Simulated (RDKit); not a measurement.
GaNH2Cl2: property calculation

System: GaNH2Cl2 (GaCl2(NH2)).
Method: EHT (RDKit 2026.09.1).

The geometry comes from this level: GFN2-xTB.

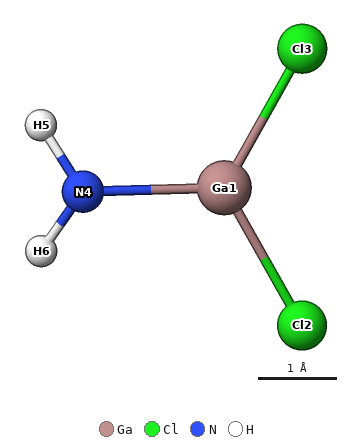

Figure 1. The input geometry (ball-and-stick view, seen at a tilt; atoms are numbered from 1 in the order of the input). Sticks mark near contacts.

The input (run.py):
```python
import json
import numpy as np
from rdkit import Chem
from rdkit.Chem import AllChem
from rdkit.Chem import rdDetermineBonds
from rdkit.Chem import rdEHTTools

molecule = Chem.MolFromXYZFile("mol.xyz")
symbols = [a.GetSymbol() for a in molecule.GetAtoms()]
start = molecule.GetConformer().GetPositions().copy()

ok, res = rdEHTTools.RunMol(molecule, keepOverlapAndHamiltonianMatrices=True)
if not ok:
    raise RuntimeError("the extended Hueckel run failed")
eps = np.array(res.GetOrbitalEnergies())
nel = res.numElectrons
homo = (nel + 1) // 2 - 1
print(f"{res.numOrbitals} orbitals, {nel} valence electrons, sum of one-electron energies {res.totalEnergy:.4f} eV")
for i in range(max(0, homo - 8), min(len(eps), homo + 6)):
    print(f"{i + 1:4d} {eps[i]:10.4f} eV", "(HOMO)" if i == homo else "(LUMO)" if i == homo + 1 else "")
q = np.array(res.GetAtomicCharges())
print("Mulliken charges:", " ".join(f"{a}{i + 1}={c:+.3f}" for i, (a, c) in enumerate(zip(symbols, q))))
op = res.GetReducedOverlapPopulationMatrix()
pairs = [(k, i, op[i * (i + 1) // 2 + k]) for i in range(len(symbols)) for k in range(i) if abs(op[i * (i + 1) // 2 + k]) > 0.1]
print("reduced overlap populations above 0.1")
for k, i, p in pairs:
    print(f"  {symbols[k]}{k + 1}-{symbols[i]}{i + 1} {p:7.3f}")
json.dump(dict(symbols=symbols, start=start.tolist(), energy=res.totalEnergy * 23.060548, homo=eps[homo], lumo=eps[homo + 1] if homo + 1 < len(eps) else None, orbital_energies=eps.round(4).tolist(), charges_mulliken=q.tolist(), bond_orders=[[k + 1, i + 1, round(p, 4)] for k, i, p in pairs], nel=nel), open("results.json", "w"))
```

File mol.xyz:
```
6

Ga     0.381380     0.653400     0.009260
Cl     2.435570     0.610280     0.331860
Cl    -0.654530     2.429800    -0.299040
N     -0.567760    -0.914300     0.150400
H     -1.502930    -0.977330    -0.235560
H     -0.091730    -1.801840     0.043080
```

Hardware: 1 thread of Arm Neoverse V2, 256 GiB of memory available, shared host.

Launch command:
```bash
python run.py
```

Output:
```
18 orbitals, 24 valence electrons, sum of one-electron energies -430.6442 eV
   4   -16.7224 eV
   5   -16.5434 eV
   6   -14.9398 eV
   7   -14.6436 eV
   8   -14.3670 eV
   9   -14.1190 eV
  10   -14.0015 eV
  11   -13.7755 eV
  12   -13.4448 eV (HOMO)
  13    -3.5116 eV (LUMO)
  14     2.3628 eV
  15     5.9128 eV
  16    17.8318 eV
  17    27.4152 eV
Mulliken charges: Ga1=+1.352 Cl2=-0.389 Cl3=-0.388 N4=-1.044 H5=+0.234 H6=+0.235
reduced overlap populations above 0.1
  Ga1-Cl2   0.767
  Ga1-Cl3   0.768
  Ga1-N4   0.509
  N4-H5   0.729
  N4-H6   0.730
```

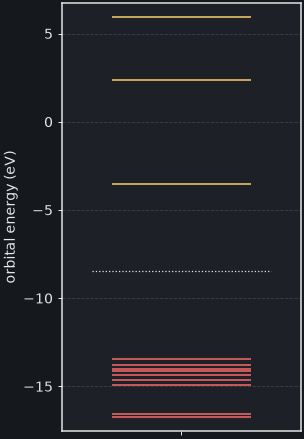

Figure 2. Orbital energies near the frontier; the dotted line parts filled from empty levels, and levels within 0.02 eV of each other stand side by side. Highest filled −13.44 eV, lowest empty −3.51 eV, 9.93 eV apart.

Key numbers:

- outcome: converged
- total energy: −15.825881 hartree
- HOMO: −13.44 eV
- LUMO: −3.51 eV
- peak memory: 0.073 GiB
